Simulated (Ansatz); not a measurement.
**CH4AlN: composite energy at a relaxed geometry**

Wanted for CH4AlN: a composite energy at a relaxed geometry. SMILES: C=[N][AlH2].

Computed with Ansatz 0.2.0, driven from Python. The levels of theory stand in the script.

**1. The structure**

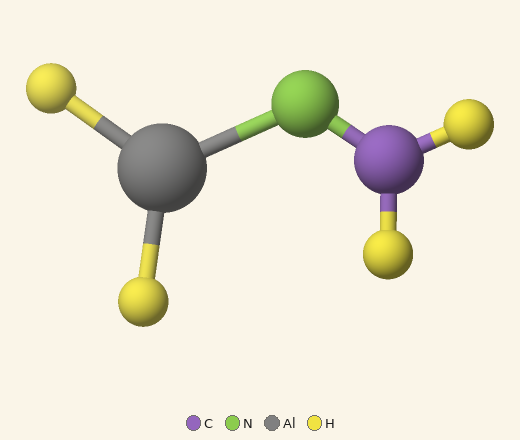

The starting structure, viewed from a chosen angle; carbon purple, nitrogen green, aluminium grey, hydrogen yellow.

Input file ch4aln.xyz:

```xyz
7

C    -1.20710   -0.26320   -0.66870
N    -0.20080   -0.83320   -0.29150
Al    1.18080    0.06200    0.61250
H    -1.95850   -0.75750   -1.20300
H    -1.38910    0.83760   -0.51880
H     1.10220    1.63940    0.93300
H     2.53360   -0.75320    1.09080
```

**2. Script**

run_composite.py

```python
"""Relax CH4AlN cheaply, then refine its energy."""

import logging
import sys

import ansatz as az
import numpy as np

logging.basicConfig(stream=sys.stdout, format="%(name)s: %(message)s")
log = logging.getLogger("run")
log.setLevel(logging.INFO)

params = {
    "basis_set": "def2-SVP",
    "functional": "r2SCAN",
}

molecule = az.Crystal.molecule_from_extxyz("ch4aln.xyz")

job = molecule.calculation().basis(gaussian=params["basis_set"]).functional(params["functional"])
symbols = [site.symbol for site in molecule.cartesian_sites]
start = np.array([site.position_ang for site in molecule.cartesian_sites], dtype=float)
data = job.relax(force_tolerance=0.01).run(threads=1).report
end = np.array(data["positions_ang"])
log.info("final positions (A) and the move of each atom")
for symbol, xyz, old in zip(symbols, end, start):
    log.info(f"{symbol:2s} {xyz[0]:10.5f} {xyz[1]:10.5f} {xyz[2]:10.5f}   {np.linalg.norm(xyz - old):7.4f}")

minimum = az.Crystal.molecule()
for symbol, place in zip(symbols, end):
    minimum = minimum.atom(symbol, place.tolist())
at_minimum = minimum.calculation()
# MP2 extrapolated to the basis limit, plus the small-basis difference CCSD(T) - MP2
level = lambda method, basis: at_minimum.basis(gaussian=basis).correlation(method).run(threads=1).report
small, large, cluster = level("mp2", "cc-pVDZ"), level("mp2", "cc-pVTZ"), level("ccsd_t", "cc-pVDZ")
corr = lambda each: (each["free_energy_ev"] - each["reference_energy_ev"]) / 27.211386246
mp2_limit = (27 * corr(large) - 8 * corr(small)) / 19
pieces = {"HF / cc-pVTZ": large["reference_energy_ev"] / 27.211386246, "MP2 correlation, DZ-TZ limit": mp2_limit, "CCSD(T) - MP2 / cc-pVDZ": corr(cluster) - corr(small)}
for name, value in pieces.items():
    log.info(f"{name:32s} {value:14.6f} Ha")
log.info(f"{'sum':32s} {sum(pieces.values()):14.6f} Ha")
print("T1 diagnostic", round(cluster["correlation"]["coupled_cluster"]["t1_diagnostic"], 4))
```

**3. What the engine is handed**

The package turns the script's settings into the engine's input (first run):

```yaml
crystal:
  periodic: [false, false, false]
  atoms:
    - { symbol: C, position_ang: [-1.2071, -0.2632, -0.6687] }
    - { symbol: "N", position_ang: [-0.2008, -0.8332, -0.2915] }
    - { symbol: Al, position_ang: [1.1808, 0.062, 0.6125] }
    - { symbol: H, position_ang: [-1.9585, -0.7575, -1.203] }
    - { symbol: H, position_ang: [-1.3891, 0.8376, -0.5188] }
    - { symbol: H, position_ang: [1.1022, 1.6394, 0.933] }
    - { symbol: H, position_ang: [2.5336, -0.7532, 1.0908] }
basis:
  gaussian:
    orbitals: def2-SVP
hamiltonian:
  xc: r2scan
relax:
  f_tol: 0.01
```

**4. Launch**

On the command line:

```console
> python run_composite.py
```

Log:

```text
run: final positions (A) and the move of each atom
run: C    -1.34310   -0.24509   -0.61826    0.1462
run: N    -0.21742   -0.04999   -0.10942    0.8043
run: Al    1.36616    0.22630    0.60773    0.2477
run: H    -1.47755   -0.61947   -1.65811    0.6764
run: H    -2.29318   -0.05857   -0.06861    1.3502
run: H     1.99687    1.66608    0.42403    1.0297
run: H     2.02932   -0.98736    1.37695    0.6253
run: HF / cc-pVTZ                        -336.594967 Ha
run: MP2 correlation, DZ-TZ limit          -0.478137 Ha
run: CCSD(T) - MP2 / cc-pVDZ               -0.047376 Ha
run: sum                                 -337.120481 Ha
T1 diagnostic 0.0173
```

Wall time 45 s (1 thread of Arm Neoverse V2, shared host); peak memory 0.29 GiB.

**5. The relaxation of run 0, step by step**

The steps of the relaxation:

```csv
step,energy from step 1 (eV),largest force component (eV/Å)
1,0.0000,4.4045
2,-0.1686,1.5234
3,-0.1230,1.6414
4,-0.2741,0.1663
5,-0.2766,0.1037
6,-0.2799,0.0530
7,-0.2907,0.2835
8,-0.2955,0.9979
9,-0.3308,0.9333
10,-0.4162,0.6944
11,-0.4934,0.6633
12,-0.6051,0.4888
13,-0.6806,0.3572
14,-0.7062,0.1943
15,-0.7073,0.0391
16,-0.7074,0.0015
```

Step 1 is the start. Step 3 was tried and not accepted.

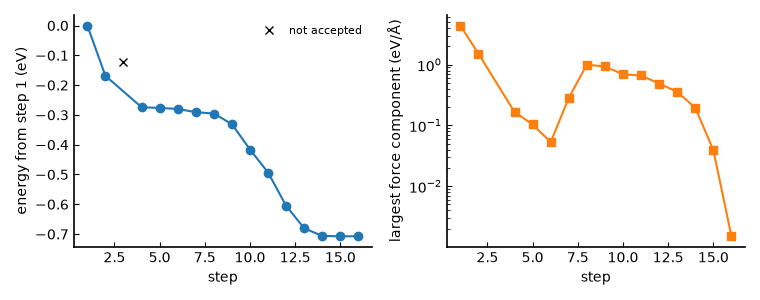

Energy and largest force along the relaxation.

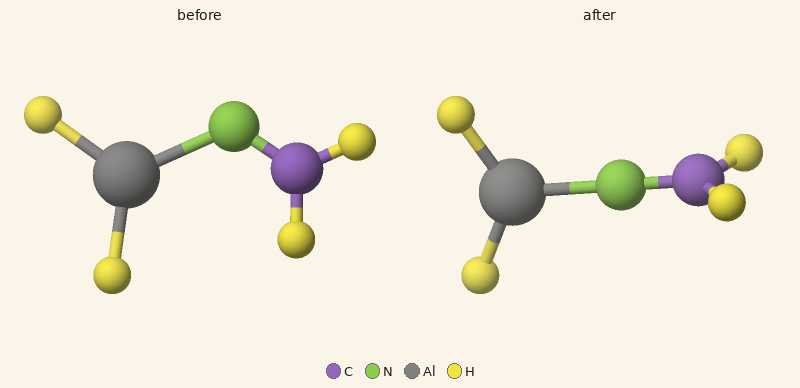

The structure before (left) and after (right) the relaxation, drawn at the same scale.

Before: Bond lengths: C1–N2 1.216 Å, N2–Al3 1.878 Å, C1–H4 1.046 Å, C1–H5 1.126 Å, Al3–H6 1.612 Å, Al3–H7 1.650 Å. Angles: C1–N2–Al3 122.3°, N2–C1–H4 122.1°, N2–C1–H5 123.4°, H4–C1–H5 114.5°, N2–Al3–H6 121.8°, N2–Al3–H7 120.5°, H6–Al3–H7 117.8°.

After: Bond lengths: C1–N2 1.251 Å, N2–Al3 1.760 Å, C1–H4 1.113 Å, C1–H5 1.113 Å, Al3–H6 1.583 Å, Al3–H7 1.583 Å. Angles: C1–N2–Al3 179.9°, N2–C1–H4 122.8°, N2–C1–H5 122.8°, H4–C1–H5 114.5°, N2–Al3–H6 117.0°, N2–Al3–H7 117.0°, H6–Al3–H7 126.0°.

Run 0 is this relaxation; the runs after it count from 1.

**6. Run by run**

One row for each of the 3 runs:

```tsv
run	basis	method	energy (eV)	iterations in all	CPU time (s)
1	cc-pVDZ	mp2	-9167.8871	11	0.42
2	cc-pVTZ	mp2	-9171.2933	11	1.6
3	cc-pVDZ	ccsd_t	-9169.1763	17	1.3
```

**7. Outcome**

| quantity | value |
| --- | --- |
| T1 diagnostic | 0.0173 |
| runs compared | 3 |

In words: All 3 runs converged (11 to 17 cycles). A T1 diagnostic under about 0.02 supports a single-reference treatment, as here. Run 0: After 14 moves the largest shift is 1.350 Å, of atom 5 (H). So large a move can change the bonding: the results belong to the relaxed structure. Notes:
- The sum leaves out core correlation, relativity, the Hartree-Fock basis error and zero-point energy; a DZ-TZ extrapolation is rough.
- Inner cores stay frozen, so this is valence correlation.
- For Al to Cl the sets with a tight d function, cc-pV(X+d)Z, are usual.
- An extrapolation from small basis sets is rough.
